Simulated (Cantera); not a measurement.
Feed: 1 mol CaCl₂, a varied amount of O₂, 13 mol H₂, held at 2050 K and 0.00120 bar.

Method: chemical equilibrium by Gibbs-energy minimisation in Cantera with the NASA 1993 tables (ideal gas, pure condensed phases). Candidate condensed phases: Ca, CaCl₂, CaO, Ca(OH)₂, H₂O; 21 gas species. Condensed phases not in the tables: oxide chlorides. The numbers say what is thermodynamically allowed, not how fast it happens.

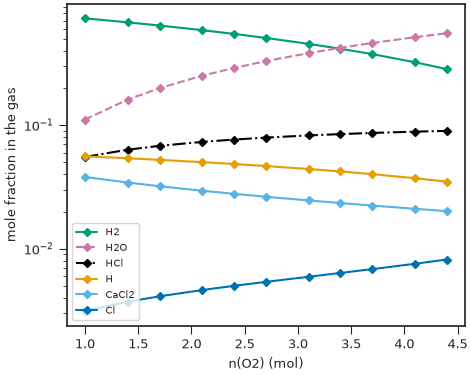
Fig. 1. Equilibrium gas composition (values under 1e-9 drawn at 1e-9)

Problem. Read off the mole fractions at 2.7 mol O₂.

Solution. H₂ about 0.51, H₂O about 0.33, HCl about 0.079, H about 0.047, CaCl₂ about 0.026, Cl about 0.0054.
